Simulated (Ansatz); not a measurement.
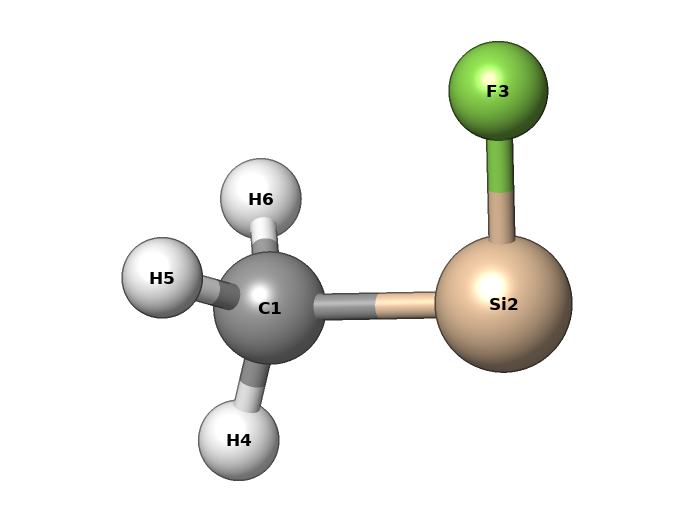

Atoms carry their numbers in the input. The geometry was computed by an optimisation with PBE-D4/def2-SVP. No frequency run is at hand to confirm it as a minimum.

Estimate the angles Si2–C1–H4, Si2–C1–H5, H4–C1–H5, H5–C1–H6, C1–Si2–F3.

| angle | degrees |
| --- | --- |
| Si2–C1–H4 | 112.9 |
| Si2–C1–H5 | 109.9 |
| H4–C1–H5 | 108.7 |
| H5–C1–H6 | 106.2 |
| C1–Si2–F3 | 98.1 |
